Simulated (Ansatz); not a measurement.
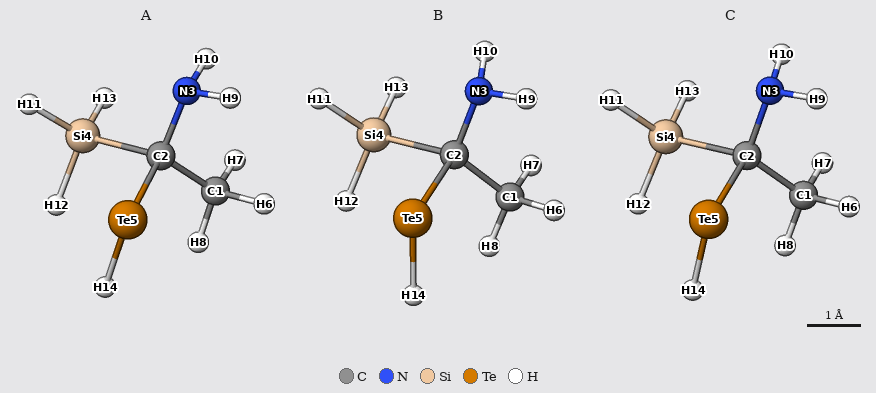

3 geometries from one relaxation of C$_{2}$H$_{9}$NSiTe, in shuffled order. The picture is a ball-and-stick view, seen at a tilt.

The run prepares an end point of a later path (torsion) calculation, from a guessed geometry.

These are results of RKS BLYP-D4/def2-SVP (Ansatz), not measurements. (no spin polarisation; force threshold 0.015 eV/Å; at most 40 steps)

**Order the frames from highest to lowest energy.**

A, C, B. They are steps 0, 2, 8, at +60.4 kJ/mol, +2.22 kJ/mol relative to the last. The atom that moves furthest after the best rigid fit is H14 (0.47 Å). Largest moves by element: H 0.47 Å, Te 0.14 Å, C 0.13 Å, Si 0.08 Å, N 0.05 Å. Some distances before and after: C2–Te5 2.166 → 2.291 Å, Si4–H13 1.420 → 1.512 Å, Si4–H11 1.403 → 1.494 Å, C1–H6 1.181 → 1.110 Å. Bond angles that change, for instance: H11–Si4–H13 114.8° → 108.5°, N3–C2–Te5 108.2° → 102.8°, C2–C1–H7 114.4° → 109.3°. After 7 accepted moves (8 points after the start) the energy has fallen by 60.4 kJ/mol. The largest force component goes from 2.5 to 0.012 eV/Å. The line search rejected the trial step at point 3 of the run. Cost: 58 s on 2 threads of Arm Neoverse N1, on a shared host, peak memory 0.18 GiB.
